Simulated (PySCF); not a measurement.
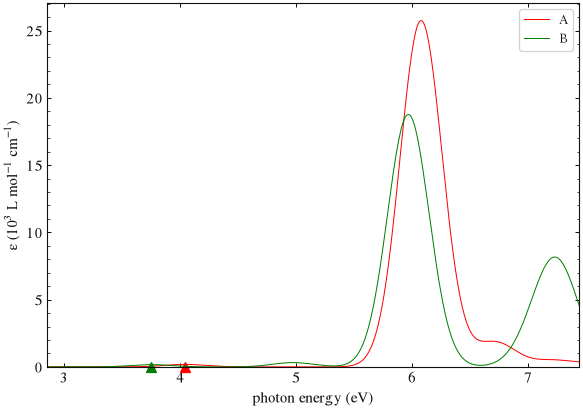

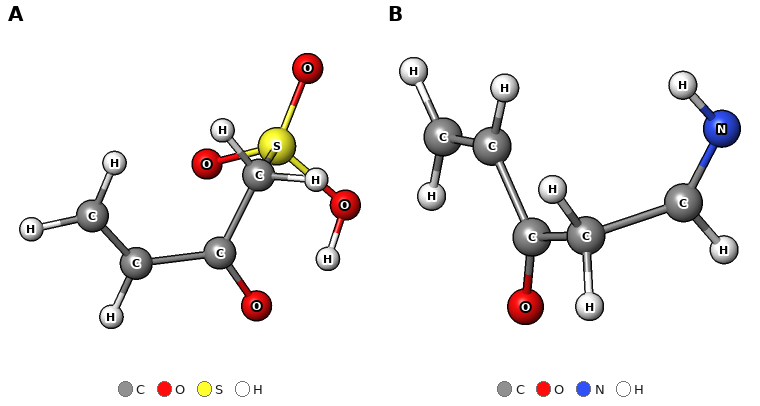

Related molecules: A is C₄H₆O₄S, SMILES C=CC(=O)CS(=O)(=O)O; B is C₅H₇NO, SMILES [H]/N=C\CC(=O)C=C. Vertical TDDFT absorption, CAM-B3LYP/def2-SVPD, PySCF 2.14.0, at a GFN2-xTB geometry (no frequency check); Gaussians of 1/e half-width 0.25 eV, triangles mark S1, and the range ends where the computed states of one molecule run out.

How does the lowest singlet move?

Answer. A: 4.04 eV (f = 0.003, mainly HOMO → LUMO (86 %)); B: 3.75 eV (f = 0.003, mainly HOMO → LUMO (62 %)). From A to B it shifts 0.29 eV to the red.

And the brightest state of each within the range drawn?

Answer. A: S2/S3 at 6.06 eV, f = 0.35; B: S3 at 5.96 eV, f = 0.28.

Caveats, for all or some of the runs: core orbitals are frozen in the response; one conformer of a flexible molecule; the tight-binding geometry is rougher than a DFT one and adds to the error.
